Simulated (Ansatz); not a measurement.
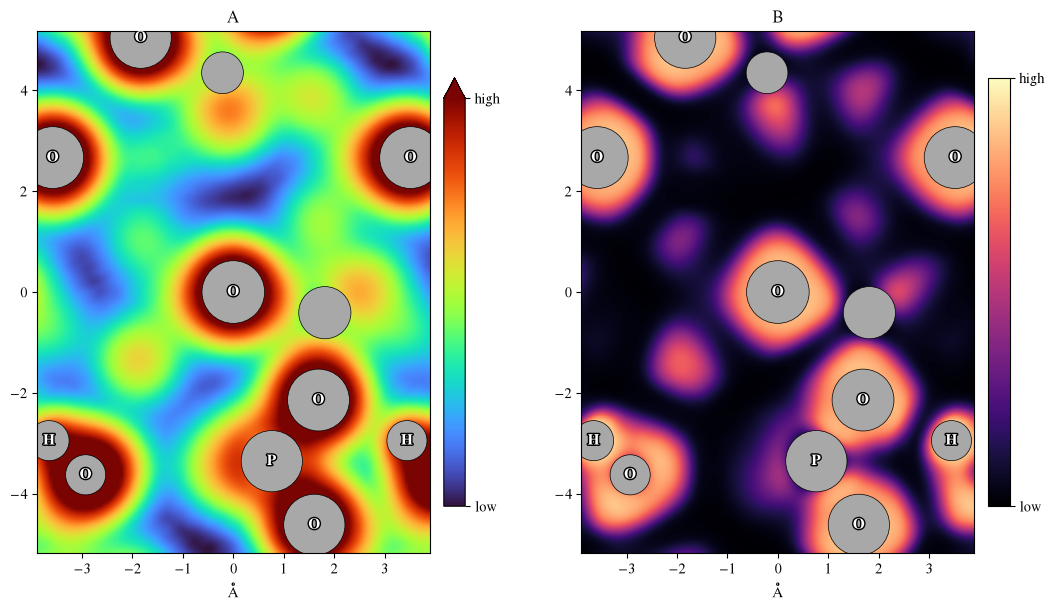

MgAl2P2H2O10: 2 fields on the (011) plane of the conventional cell, with unlabelled colour scales. Grey discs cover the atomic cores.

Space group P2₁/c.

The calculation used Ansatz 0.2.0, DFT PBEsol, scalar-relativistic, plane waves, PAW.

Q: The panels show electron localisation function and valence pseudo-density in some order. Assign them.

A: Panel A: valence pseudo-density. Panel B: electron localisation function. From the grid: O–H (0.99 Å): the density is about 3.6 e/Å³ at the midpoint; the ELF climbs to about 1 towards the hydrogen, as it does in any bond to H: a covalent bond by its length. P–O (1.53 Å): ρ is about 1.8 e/Å³ halfway; the ELF peaks at about 0.85 between the atoms (a polar covalent bond).
